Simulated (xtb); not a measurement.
Geometry relaxation of C3H10GeP (charge −1) (part 2 of 4)

C3H10GeP, charge −1; GFN2-xTB (xtb 6.7.1). 

Geometry of the input (Å):
```
C  2.1728  -0.7133  -0.3618
C  0.6518  -0.5766  0.2193
C  -0.3080  -0.2613  -0.9085
Ge -2.2305  -0.2569  0.0762
P  -1.7145  1.7789  1.2694
H  2.9468  -0.9019  0.3569
H  2.4373  0.3126  -0.8554
H  2.2678  -1.4478  -1.1985
H  0.5443  -1.4876  0.6722
H  0.7747  0.2464  1.0194
H  -0.2838  -0.9773  -1.6179
H  -0.2057  0.6494  -1.3722
H  -2.9228  0.6185  -1.0884
H  -1.4590  1.0667  2.4899
H  -3.0280  1.9102  1.5848
```

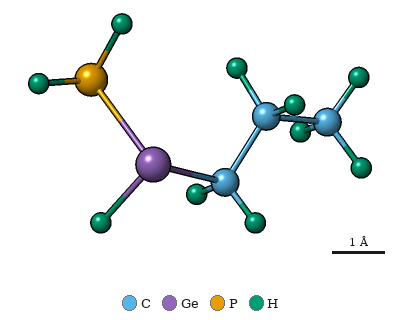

The starting structure (ball-and-stick view, seen at a tilt). Sticks mark near contacts.

**Log, continued**
```
 iter      E             dE          RMSdq      gap      omega  full diag
   1    -16.3465255 -0.163465E+02  0.146E-01    3.76       0.0  T
   2    -16.3465418 -0.163004E-04  0.813E-02    3.76       1.0  T
   3    -16.3465420 -0.203542E-06  0.310E-02    3.76       1.0  T
   4    -16.3465427 -0.688015E-06  0.195E-02    3.75       1.3  T
   5    -16.3465431 -0.477152E-06  0.799E-03    3.76       3.2  T
   6    -16.3465433 -0.114350E-06  0.419E-03    3.75       6.2  T
   7    -16.3465433 -0.186925E-07  0.134E-03    3.75      19.3  T
   8    -16.3465433 -0.892566E-09  0.868E-04    3.75      29.7  T
   9    -16.3465433 -0.523467E-09  0.403E-04    3.75      64.1  T
     SCC iter.                  ...        0 min,  0.008 sec
     gradient                   ...        0 min,  0.007 sec
 * total energy  :   -16.1804837 Eh     change       -0.1248094E-02 Eh
   gradient norm :     0.0194405 Eh/α   predicted    -0.9607028E-03 ( -23.03%)
   displ. norm   :     0.0579980 α      lambda       -0.6894160E-03
   maximum displ.:     0.0172893 α      in ANC's #25, #15, #6, ...

........................................................................
.............................. CYCLE    6 ..............................
........................................................................

 iter      E             dE          RMSdq      gap      omega  full diag
   1    -16.3491125 -0.163491E+02  0.846E-02    3.74       0.0  T
   2    -16.3491167 -0.427282E-05  0.445E-02    3.74       1.0  T
   3    -16.3491152  0.152922E-05  0.346E-02    3.74       1.0  T
   4    -16.3491175 -0.228341E-05  0.160E-02    3.75       1.6  T
   5    -16.3491172  0.317654E-06  0.146E-02    3.74       1.8  T
   6    -16.3491176 -0.394613E-06  0.158E-03    3.75      16.3  T
   7    -16.3491176 -0.190154E-08  0.546E-04    3.75      47.3  T
   8    -16.3491176 -0.897060E-11  0.202E-04    3.75     128.0  T
     SCC iter.                  ...        0 min,  0.008 sec
     gradient                   ...        0 min,  0.007 sec
 * total energy  :   -16.1809363 Eh     change       -0.4525964E-03 Eh
   gradient norm :     0.0105506 Eh/α   predicted    -0.3458653E-03 ( -23.58%)
   displ. norm   :     0.0335365 α      lambda       -0.2289906E-03
   maximum displ.:     0.0109417 α      in ANC's #6, #24, #25, ...

........................................................................
.............................. CYCLE    7 ..............................
........................................................................

 iter      E             dE          RMSdq      gap      omega  full diag
   1    -16.3508769 -0.163509E+02  0.613E-02    3.74       0.0  T
   2    -16.3508784 -0.144109E-05  0.283E-02    3.74       1.0  T
   3    -16.3508774  0.970970E-06  0.273E-02    3.74       1.0  T
   4    -16.3508789 -0.148111E-05  0.109E-02    3.74       2.4  T
   5    -16.3508788  0.681129E-07  0.794E-03    3.74       3.3  T
   6    -16.3508789 -0.788288E-07  0.262E-03    3.74       9.9  T
   7    -16.3508789 -0.776084E-08  0.363E-04    3.74      71.1  T
   8    -16.3508789 -0.751008E-10  0.140E-04    3.74     184.6  T
     SCC iter.                  ...        0 min,  0.008 sec
     gradient                   ...        0 min,  0.007 sec
 * total energy  :   -16.1810838 Eh     change       -0.1475871E-03 Eh
   gradient norm :     0.0069663 Eh/α   predicted    -0.1146252E-03 ( -22.33%)
   displ. norm   :     0.0235660 α      lambda       -0.8116917E-04
   maximum displ.:     0.0089202 α      in ANC's #5, #6, #17, ...

........................................................................
.............................. CYCLE    8 ..............................
........................................................................

 iter      E             dE          RMSdq      gap      omega  full diag
   1    -16.3518049 -0.163518E+02  0.422E-02    3.74       0.0  T
   2    -16.3518052 -0.259460E-06  0.221E-02    3.74       1.2  T
   3    -16.3518048  0.396723E-06  0.149E-02    3.74       1.7  T
   4    -16.3518053 -0.487846E-06  0.448E-03    3.74       5.8  T
   5    -16.3518053  0.581704E-08  0.282E-03    3.74       9.2  T
   6    -16.3518053 -0.773479E-08  0.110E-03    3.74      23.5  T
   7    -16.3518053 -0.161265E-08  0.305E-04    3.74      84.7  T
   8    -16.3518053 -0.139451E-09  0.730E-05    3.74     353.8  T
     SCC iter.                  ...        0 min,  0.008 sec
     gradient                   ...        0 min,  0.007 sec
 * total energy  :   -16.1811442 Eh     change       -0.6037446E-04 Eh
   gradient norm :     0.0056950 Eh/α   predicted    -0.4060701E-04 ( -32.74%)
   displ. norm   :     0.0351267 α      lambda       -0.8548074E-04
   maximum displ.:     0.0153879 α      in ANC's #5, #17, #3, ...

........................................................................
.............................. CYCLE    9 ..............................
........................................................................

 iter      E             dE          RMSdq      gap      omega  full diag
   1    -16.3526070 -0.163526E+02  0.557E-02    3.73       0.0  T
   2    -16.3526073 -0.234551E-06  0.352E-02    3.74       1.0  T
   3    -16.3526072  0.598379E-07  0.612E-03    3.74       4.2  T
   4    -16.3526073 -0.308290E-07  0.423E-03    3.74       6.1  T
   5    -16.3526073 -0.677348E-07  0.223E-03    3.74      11.6  T
   6    -16.3526073 -0.682990E-08  0.752E-04    3.74      34.3  T
   7    -16.3526073 -0.274330E-09  0.506E-04    3.74      51.0  T
     SCC iter.                  ...        0 min,  0.007 sec
     gradient                   ...        0 min,  0.008 sec
 * total energy  :   -16.1812034 Eh     change       -0.5912940E-04 Eh
   gradient norm :     0.0044808 Eh/α   predicted    -0.4279388E-04 ( -27.63%)
   displ. norm   :     0.0308214 α      lambda       -0.5145953E-04
   maximum displ.:     0.0149207 α      in ANC's #5, #17, #6, ...

........................................................................
.............................. CYCLE   10 ..............................
........................................................................

 iter      E             dE          RMSdq      gap      omega  full diag
   1    -16.3528052 -0.163528E+02  0.436E-02    3.73       0.0  T
   2    -16.3528054 -0.278634E-06  0.325E-02    3.73       1.0  T
   3    -16.3528051  0.332964E-06  0.745E-03    3.74       3.5  T
   4    -16.3528053 -0.181831E-06  0.768E-03    3.73       3.4  T
   5    -16.3528055 -0.204657E-06  0.173E-03    3.74      14.9  T
   6    -16.3528055 -0.217163E-09  0.884E-04    3.74      29.2  T
   7    -16.3528055 -0.336904E-09  0.360E-04    3.74      71.6  T
     SCC iter.                  ...        0 min,  0.007 sec
     gradient                   ...        0 min,  0.008 sec
 * total energy  :   -16.1812394 Eh     change       -0.3603715E-04 Eh
   gradient norm :     0.0036660 Eh/α   predicted    -0.2575380E-04 ( -28.54%)
   displ. norm   :     0.0244020 α      lambda       -0.3269746E-04
   maximum displ.:     0.0127087 α      in ANC's #5, #17, #6, ...

........................................................................
.............................. CYCLE   11 ..............................
........................................................................

 iter      E             dE          RMSdq      gap      omega  full diag
   1    -16.3526170 -0.163526E+02  0.323E-02    3.73       0.0  T
   2    -16.3526173 -0.297500E-06  0.263E-02    3.73       1.0  T
   3    -16.3526171  0.172595E-06  0.855E-03    3.73       3.0  T
   4    -16.3526171 -0.119871E-08  0.830E-03    3.73       3.1  T
   5    -16.3526174 -0.258602E-06  0.130E-03    3.73      19.9  T
   6    -16.3526174 -0.422499E-09  0.707E-04    3.73      36.5  T
   7    -16.3526174 -0.254516E-10  0.300E-04    3.73      86.2  T
     SCC iter.                  ...        0 min,  0.007 sec
     gradient                   ...        0 min,  0.007 sec
 * total energy  :   -16.1812618 Eh     change       -0.2243921E-04 Eh
   gradient norm :     0.0029876 Eh/α   predicted    -0.1635684E-04 ( -27.11%)
   displ. norm   :     0.0157922 α      lambda       -0.1811733E-04
   maximum displ.:     0.0084355 α      in ANC's #5, #17, #6, ...

........................................................................
.............................. CYCLE   12 ..............................
........................................................................

 iter      E             dE          RMSdq      gap      omega  full diag
   1    -16.3523478 -0.163523E+02  0.201E-02    3.73       0.0  T
   2    -16.3523479 -0.137470E-06  0.161E-02    3.73       1.6  T
   3    -16.3523479  0.499276E-07  0.619E-03    3.73       4.2  T
   4    -16.3523479  0.409694E-08  0.533E-03    3.73       4.8  T
   5    -16.3523480 -0.104766E-06  0.857E-04    3.73      30.1  T
   6    -16.3523480 -0.551758E-09  0.383E-04    3.73      67.4  T
     SCC iter.                  ...        0 min,  0.006 sec
     gradient                   ...        0 min,  0.007 sec
 * total energy  :   -16.1812745 Eh     change       -0.1263300E-04 Eh
   gradient norm :     0.0023252 Eh/α   predicted    -0.9060164E-05 ( -28.28%)
   displ. norm   :     0.0119978 α      lambda       -0.1122210E-04
   maximum displ.:     0.0057508 α      in ANC's #5, #17, #6, ...

........................................................................
.............................. CYCLE   13 ..............................
........................................................................

 iter      E             dE          RMSdq      gap      omega  full diag
   1    -16.3521895 -0.163522E+02  0.140E-02    3.73       0.0  T
   2    -16.3521896 -0.531007E-07  0.976E-03    3.73       2.6  T
   3    -16.3521895  0.551759E-07  0.359E-03    3.73       7.2  T
   4    -16.3521895 -0.455324E-07  0.281E-03    3.73       9.2  T
   5    -16.3521896 -0.269462E-07  0.555E-04    3.73      46.5  T
   6    -16.3521896 -0.429740E-09  0.169E-04    3.73     152.5  T
     SCC iter.                  ...        0 min,  0.006 sec
     gradient                   ...        0 min,  0.007 sec
 * total energy  :   -16.1812822 Eh     change       -0.7758889E-05 Eh
   gradient norm :     0.0016636 Eh/α   predicted    -0.5610660E-05 ( -27.69%)
   displ. norm   :     0.0149797 α      lambda       -0.6491102E-05
   maximum displ.:     0.0058671 α      in ANC's #5, #1, #16, ...

........................................................................
.............................. CYCLE   14 ..............................
........................................................................

 iter      E             dE          RMSdq      gap      omega  full diag
   1    -16.3522071 -0.163522E+02  0.150E-02    3.73       0.0  T
   2    -16.3522072 -0.736567E-07  0.885E-03    3.73       2.9  T
   3    -16.3522072  0.132166E-07  0.229E-03    3.73      11.3  T
   4    -16.3522072 -0.108245E-07  0.205E-03    3.73      12.6  T
   5    -16.3522072 -0.112912E-07  0.609E-04    3.73      42.4  T
   6    -16.3522072 -0.272763E-09  0.323E-04    3.73      79.8  T
     SCC iter.                  ...        0 min,  0.006 sec
     gradient                   ...        0 min,  0.007 sec
 * total energy  :   -16.1812874 Eh     change       -0.5215660E-05 Eh
   gradient norm :     0.0012887 Eh/α   predicted    -0.3246119E-05 ( -37.76%)
   displ. norm   :     0.0057583 α      lambda       -0.2224275E-05
   maximum displ.:     0.0033731 α      in ANC's #1, #3, #4, ...

........................................................................
.............................. CYCLE   15 ..............................
........................................................................

 iter      E             dE          RMSdq      gap      omega  full diag
   1    -16.3523670 -0.163524E+02  0.532E-03    3.73       0.0  T
   2    -16.3523670 -0.138738E-07  0.304E-03    3.73       8.5  T
   3    -16.3523670  0.802052E-08  0.227E-03    3.73      11.4  T
   4    -16.3523670 -0.124231E-07  0.779E-04    3.73      33.2  T
   5    -16.3523670 -0.221323E-09  0.683E-04    3.73      37.8  T
     SCC iter.                  ...        0 min,  0.005 sec
     gradient                   ...        0 min,  0.007 sec
 * total energy  :   -16.1812899 Eh     change       -0.2493510E-05 Eh
   gradient norm :     0.0008163 Eh/α   predicted    -0.1112721E-05 ( -55.38%)
   displ. norm   :     0.0110900 α      lambda       -0.2333530E-05
   maximum displ.:     0.0062136 α      in ANC's #1, #3, #5, ...

........................................................................
.............................. CYCLE   16 ..............................
........................................................................

 iter      E             dE          RMSdq      gap      omega  full diag
   1    -16.3524978 -0.163525E+02  0.967E-03    3.73       0.0  T
   2    -16.3524978 -0.822046E-08  0.547E-03    3.73       4.7  T
   3    -16.3524978  0.185759E-07  0.295E-03    3.73       8.8  T
   4    -16.3524978 -0.217716E-07  0.138E-03    3.73      18.7  T
   5    -16.3524978  0.465086E-10  0.777E-04    3.73      33.2  T
   6    -16.3524978 -0.106948E-08  0.196E-04    3.73     131.6  T
     SCC iter.                  ...        0 min,  0.006 sec
     gradient                   ...        0 min,  0.007 sec
 * total energy  :   -16.1812923 Eh     change       -0.2396552E-05 Eh
   gradient norm :     0.0007183 Eh/α   predicted    -0.1166291E-05 ( -51.33%)
   displ. norm   :     0.0107056 α      lambda       -0.1397801E-05
   maximum displ.:     0.0059501 α      in ANC's #1, #3, #5, ...

........................................................................
.............................. CYCLE   17 ..............................
........................................................................

 iter      E             dE          RMSdq      gap      omega  full diag
   1    -16.3525222 -0.163525E+02  0.877E-03    3.73       0.0  T
   2    -16.3525222 -0.471002E-08  0.512E-03    3.73       5.0  T
   3    -16.3525222  0.371691E-08  0.168E-03    3.73      15.4  T
   4    -16.3525222 -0.399113E-08  0.705E-04    3.73      36.6  T
   5    -16.3525222 -0.126408E-08  0.529E-04    3.73      48.8  T
     SCC iter.                  ...        0 min,  0.005 sec
     gradient                   ...        0 min,  0.007 sec
 * total energy  :   -16.1812938 Eh     change       -0.1517668E-05 Eh
   gradient norm :     0.0006584 Eh/α   predicted    -0.7004925E-06 ( -53.84%)
   displ. norm   :     0.0105412 α      lambda       -0.1101645E-05
   maximum displ.:     0.0057166 α      in ANC's #1, #5, #3, ...

........................................................................
.............................. CYCLE   18 ..............................
........................................................................

 iter      E             dE          RMSdq      gap      omega  full diag
   1    -16.3524911 -0.163525E+02  0.928E-03    3.73       0.0  T
   2    -16.3524911 -0.710358E-08  0.548E-03    3.73       4.7  T
   3    -16.3524911 -0.422084E-09  0.115E-03    3.73      22.5  T
   4    -16.3524911  0.291756E-09  0.593E-04    3.73      43.6  T
   5    -16.3524911 -0.104131E-08  0.457E-04    3.73      56.5  T
     SCC iter.                  ...        0 min,  0.005 sec
     gradient                   ...        0 min,  0.007 sec
 * total energy  :   -16.1812949 Eh     change       -0.1106537E-05 Eh
   gradient norm :     0.0004667 Eh/α   predicted    -0.5490312E-06 ( -50.38%)
   displ. norm   :     0.0060816 α      lambda       -0.5243570E-06
   maximum displ.:     0.0032434 α      in ANC's #1, #5, #3, ...

........................................................................
.............................. CYCLE   19 ..............................
........................................................................
```
